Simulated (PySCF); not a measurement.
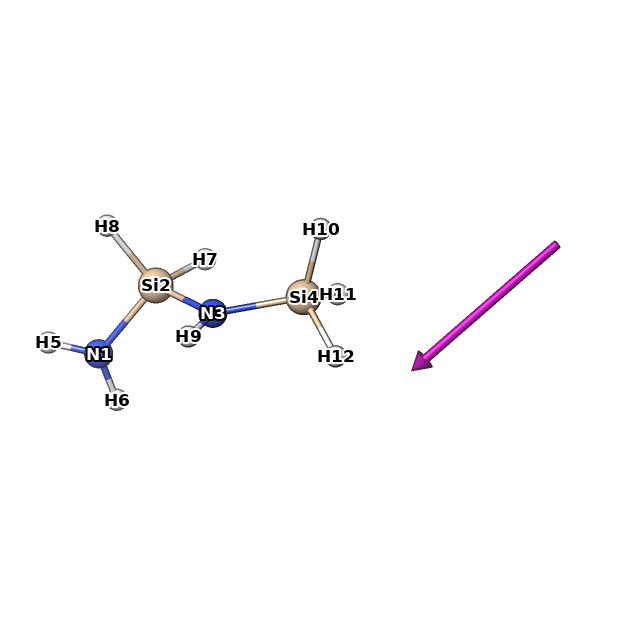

The arrow beside the molecule shows the direction of the dipole moment, from the negative to the positive end (its length means nothing). Computed geometry: PBE0-D3(BJ)/def2-SVP optimisation. No frequency run is at hand to confirm it as a minimum. Method: PBE0/def2-SVPD, gas phase (PySCF 2.14.0).

Q: How large is the dipole moment?

A: 1.58 D; it points from the side of H10 to the side of H5 (the outermost atoms at the two ends).
